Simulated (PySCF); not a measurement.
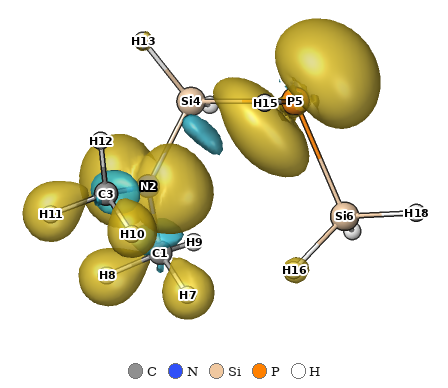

The picture shows: C$_{2}$H$_{12}$NPSi$_{2}$ (charge +1, doublet). Isosurfaces of the spin density at +0.015 (yellow) and −0.015 e/Å³ (cyan), seen at a tilt.

Geometry: PBE0-D3(BJ)/def2-SVP.

These are results of PySCF, UKS B3LYP, IGLO-III on C N P Si, pcH-1 on H, non-relativistic, mean-field spin-orbit, GIAO, not measurements.

```xyz
18

C    -1.1203   -1.1543   -0.7012
N    -1.0484    0.1961   -0.2038
C    -1.6549    0.4316    1.0846
Si   -0.1022    1.4595   -1.0285
P     1.9188    1.3536   -0.0297
Si    2.4507   -0.8571    0.1810
H    -0.6752   -1.8640    0.0191
H    -2.1810   -1.4395   -0.8251
H    -0.6156   -1.2493   -1.6711
H    -1.2189   -0.2332    1.8505
H    -2.7341    0.2027    1.0264
H    -1.5334    1.4773    1.3959
H    -0.7265    2.7699   -0.7323
H     0.0306    1.0661   -2.4496
H     1.5443    1.6738    1.3071
H     1.4758   -1.5129    1.1019
H     2.3497   -1.4180   -1.1938
H     3.8320   -0.8958    0.7236
```

Q: Describe the spin distribution.

A: The unpaired spin (1 electron) lies mostly on N2 (about 0.4) and P5 (about 0.3), in electrons by Hirshfeld's partition.
